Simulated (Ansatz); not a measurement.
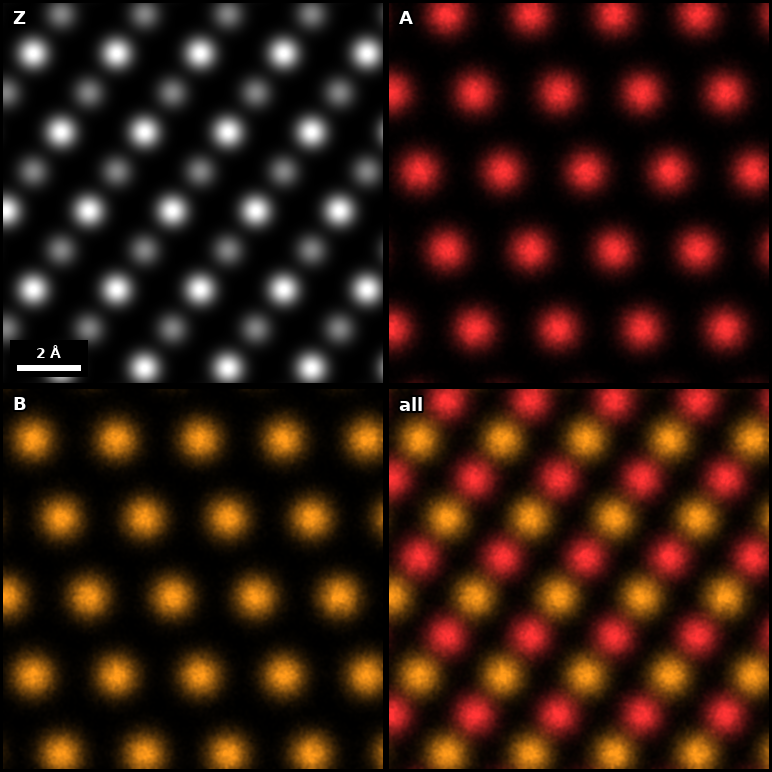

MgO (Fm-3m, No. 225) along [110]. Panel Z: The image is simulated as a sum over atoms of Z^1.7, blurred by a 0.76 Å probe (no channelling). The other panels are simulated element maps (the number of atoms of one element along the beam, blurred by 1.0 Å, with counting noise; each on its own scale, no channelling); the last overlays them. Structure used: the geometry given to an electronic-structure calculation, possibly off equilibrium.

```cif
data_structure
_symmetry_space_group_name_H-M 'Fm-3m'
_symmetry_Int_Tables_number 225
_cell_length_a 4.3050
_cell_length_b 4.3050
_cell_length_c 4.3050
_cell_angle_alpha 90.000
_cell_angle_beta 90.000
_cell_angle_gamma 90.000
_cell_volume 79.78
loop_
_atom_site_label
_atom_site_type_symbol
_atom_site_symmetry_multiplicity
_atom_site_Wyckoff_symbol
_atom_site_fract_x
_atom_site_fract_y
_atom_site_fract_z
_atom_site_occupancy
Mg1 Mg 4 a 0.00000 0.00000 0.00000 1
O1 O 4 b 0.50000 0.00000 0.00000 1
```

Q: Which element does each lettered map show?

A: O, B: Mg. The projected cell (2.64 × 2.64 Å, 109°) holds 2 columns: 1 of Mg and 1 of O. No column is shared by two of the mapped elements.
